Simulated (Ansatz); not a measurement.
NbN (rock salt), conventional cell a = b = c = 4.4213 Å, α = β = γ = 90.00°. The calculation uses the primitive cell of 2 atoms, to which meshes and values per cell refer.

The relaxed cell is deformed in two ways at once: its volume V is scaled, and at that volume it is stretched along z (the c axis of the conventional cell) so that c/a changes. Fractional atomic positions are held.

The numbers are results of PBE (plane waves to 420 eV, PAW, scalar-relativistic; Ansatz, a quantum-chemistry and plane-wave program), not measurements. k mesh 18×18×18 (Γ-centred), Fermi-Dirac smearing 0.05 eV. Energies are smeared free energies. With partly filled bands, the response to shear is sensitive to the k mesh, so small differences along c/a are uncertain. NbN is run without spin polarisation. NbN was relaxed with its symmetry unable to fall. This is a high-temperature form of NbN. The zero of ΔE is the relaxed starting cell.

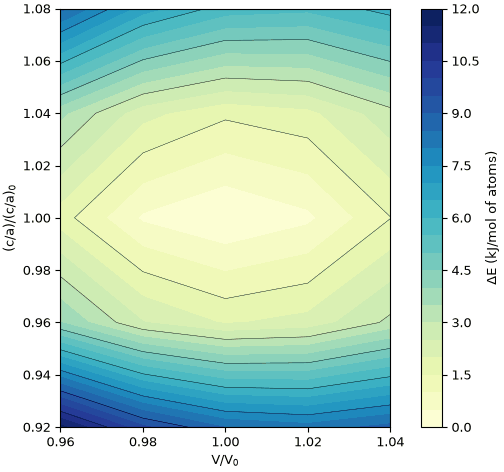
ΔE (kJ/mol of atoms) over the 5×5 grid of computed points.

The shear modulus C′ = (C11 − C12)/2 (fit, atoms clamped) comes out as 260 GPa. Lowest place on the grid: V/V₀ = 1.000, (c/a)/(c/a)₀ = 1.000 (0 meV/atom). Highest place on the grid: V/V₀ = 0.960, (c/a)/(c/a)₀ = 0.920 (121 meV/atom).

Near the relaxed cell σzz − σxx = −2Cδ (compression positive), C being this modulus and δ the logarithm of the ratio.

(A scan under strain: stresses follow from slopes of the energy per volume, elastic moduli from its curvatures.)
